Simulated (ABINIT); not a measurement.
Band structure of Be2C (Fm-3m, 3 atoms in the cell).

```
Be2C
1.0
    0.00000     2.17000     2.17000
    2.17000     0.00000     2.17000
    2.17000     2.17000     0.00000
Be C
2 1
Cartesian
  1.08500   1.08500   1.08500
  3.25500   3.25500   3.25500
  0.00000   0.00000   0.00000
```

Computed with PBE, norm-conserving pseudopotentials (PseudoDojo nc-sr-05 PBE standard) (plane waves; ABINIT).

Settings: pseudos = [Be.upf, C.upf]; ecut = 44 Ha; occopt = 3; tsmear = 0.05 eV; ngkpt = 7 7 7; nshiftk = 1; shiftk = 0 0 0; potentials = PseudoDojo nc-sr-05 PBE standard; kptopt = 1; nstep = 50; toldfe1 = 1e-09 Ha; ndtset = 2; getden2 = 1.

The starting cell has typed, rounded lattice constants, without a prior relaxation at this level.

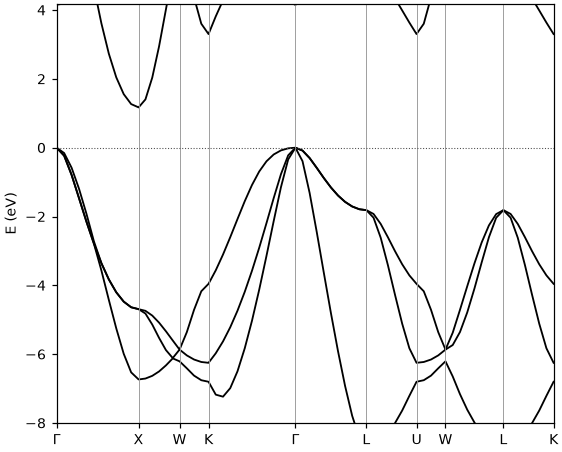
Figure: Bands along the path, energies from the top of the valence band on the SCF mesh.

### Question
Read off roughly the gap and where its edges lie.

### Answer
The gap along the path is about 1.2 eV (computed: 1.17 eV), from Γ to X; the smallest direct gap on it is 4.16 eV.

Levels in eV from the top of the valence band on the SCF mesh, bands 3 to 10:
```tsv
point	3	4	5	6	7	8	9	10
Γ	-14.97	0.00	0.00	0.00	4.16	4.16	4.16	6.68
X	-11.39	-6.74	-4.69	-4.69	1.17	5.73	13.19	13.19
W	-11.07	-6.21	-5.87	-5.87	5.70	8.10	9.53	9.53
K	-11.23	-6.80	-6.25	-3.96	3.30	8.29	11.49	11.54
L	-12.13	-8.67	-1.81	-1.81	5.03	5.03	6.97	9.77
U	-11.23	-6.80	-6.25	-3.96	3.30	8.29	11.49	11.54
```
